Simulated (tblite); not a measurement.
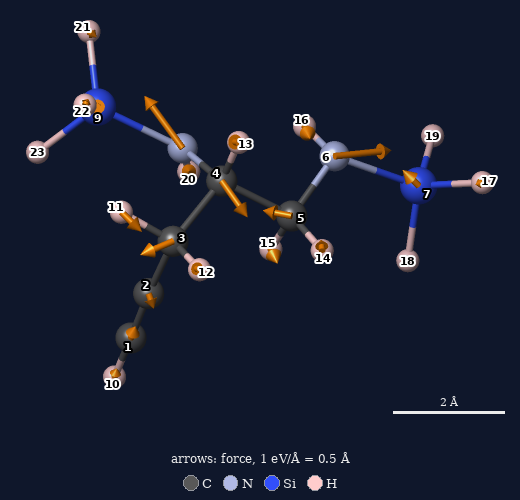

Starting geometry of C$_{5}$H$_{14}$N$_{2}$Si$_{2}$ with the computed forces as orange arrows. Style: ball-and-stick. Shown at a tilt.

The calculation used GFN2-xTB geometry optimisation, gas phase (tblite 0.8.0). 

Q: Is this structure relaxed? If not, where do the atoms go?

A: It isn't relaxed: the largest force vector, on an N atom, is 2.51 eV/Å. The final displacements have little in common with the starting forces (cosine between the two patterns 0.12). The energy falls by 19.8 kcal/mol in 139 geometry steps. The largest move after the best rigid fit is that of an H atom, 2.16 Å. Largest moves by element: H 2.16 Å, Si 0.50 Å, C 0.38 Å, N 0.33 Å. Near-neighbour distances that change, for instance: N–Si 1.787 → 1.714 Å, N–Si 1.749 → 1.717 Å, H–N 1.040 → 1.010 Å, C–H 1.123 → 1.094 Å. Bond angles that change, for instance: Si–N–H 107.6° → 119.1°, C–N–Si 113.3° → 123.7°, N–Si–H 113.7° → 104.2°. Groups turn about N–Si by about 45°, C–N by about 30°, N–Si by about 25°.
